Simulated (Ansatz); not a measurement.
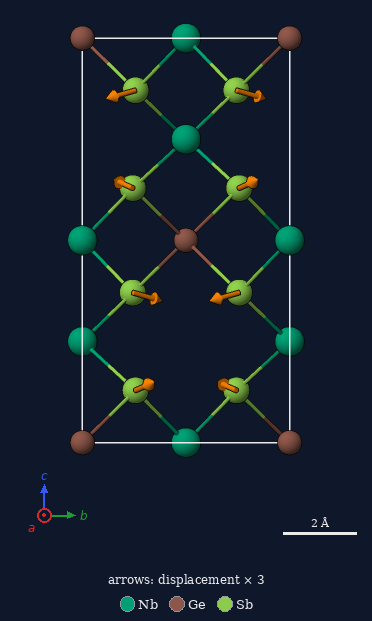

This is a relaxation of crystalline Nb$_{2}$GeSb$_{4}$ (built on the Al2ZnS4-82 type type). The starting structure is drawn; orange arrows show the displacements (the part carried along by the change of the cell is left out), 3 times their true length.

Style: ball-and-stick. Shown: the conventional cell (2 times the calculation's cell), along the a axis. Lengths and directions refer to the drawn axes.

Computed with DFT, PBEsol, plane waves, PAW in Ansatz. Settings: plane-wave cutoff 420 eV; k-point mesh 6 × 6 × 6; occupations fermi dirac; smearing width 0.03 eV; no spin polarisation; cell and atoms relaxed; force threshold 0.01 eV/Å; at most 120 steps.

### Which element moves most?

Antimony: up to 0.35 Å, against 0.00 Å for niobium.

### What happened in the run?

Over 23 accepted moves (28 points after the start) the energy falls by 638 meV per atom. Largest force component: 3 eV/Å at the start, 0.0017 eV/Å at the end. Pressure: 21.79 GPa at the start and 0.00 GPa at the end. The line search rejected the trial steps at points 13, 15, 24 of the run. At 2 points the geometry stayed and the basis and grid were re-selected for the new cell (energy shift of 35.8 meV per atom at most each time). The largest moves relative to the cell, 0.35 Å, are those of Sb atoms. Nb and Ge stay in place. The drawn cell changes as follows: a = b 5.741 → 7.381 Å (+28.6 %), c 11.207 → 5.845 Å (−47.8 %); the volume changes by −13.8 %. Some distances before and after: Ge–Nb 5.604 → 2.923 Å, Sb–Sb 5.605 → 2.995 Å, Nb–Sb 4.710 → 3.238 Å, Nb–Sb 4.650 → 3.354 Å. New bonds form, among them: Ge–Nb (5.60 → 2.92 Å), Nb–Sb (4.65 → 3.35 Å), Nb–Sb (4.71 → 3.24 Å), Sb–Sb (5.60 → 3.00 Å). Among the angles between lasting bonds that change: Sb–Nb–Sb 112.5° → 156.0°, Sb–Nb–Sb 107.6° → 144.8°, Sb–Ge–Sb 110.5° → 144.7°. The space group stays I-4 (No. 82). The run took 5.2 min on 4 threads of Arm Neoverse V1 (shared host), peak memory 0.74 GiB.
